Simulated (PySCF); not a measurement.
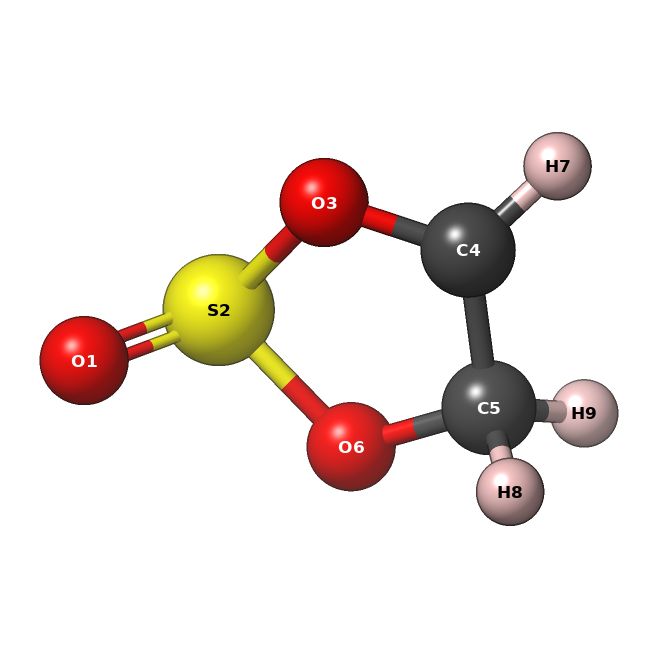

State: neutral, doublet. The geometry was computed by an optimisation with GFN2-xTB. No frequency run is at hand to confirm it as a minimum. Level of theory: UKS B3LYP, pcH-1 on C H O S, non-relativistic (PySCF 2.14.0).

Give the isotropic hyperfine couplings (Fermi-contact term alone) of O1, S2, O3, C4, C5, O6, H7, H8, H9.

```csv
atom,isotope,a_iso (MHz)
O1,17O,−3.0
S2,33S,−2.5
O3,17O,−46.5
C4,13C,140.7
C5,13C,−18.0
O6,17O,−21.5
H7,1H,−18.1
H8,1H,88.0
H9,1H,63.1
```
